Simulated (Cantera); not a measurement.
Charge: 1 mol Ta(OEt)₅, 0.035 mol H₂O, 45 mol H₂, held at 1250 K.

These are equilibrium values from Cantera (NASA tables, ideal gas, pure condensed phases), not measurements of a reactor. Candidate condensed phases: C, C₆H₆, C₇H₈, C₈H₁₈, H₂O, Ta, TaC, Ta₂O₅; 113 gas species. The feed counts by its element totals alone. TaC: taken at fixed stoichiometry. Condensed phases not in the tables: Ta₂C. Kinetics and transport are ignored.

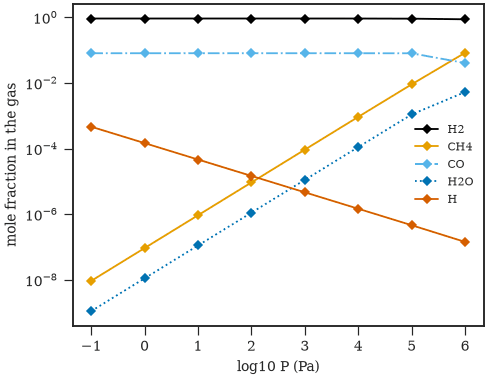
Equilibrium gas composition (values under 1e-9 drawn at 1e-9)

Read off the mole fractions at 1000 Pa.

H₂ about 0.92, CO about 0.080, CH₄ about 9.3e-5, H₂O about 1.1e-5, H about 4.6e-6.
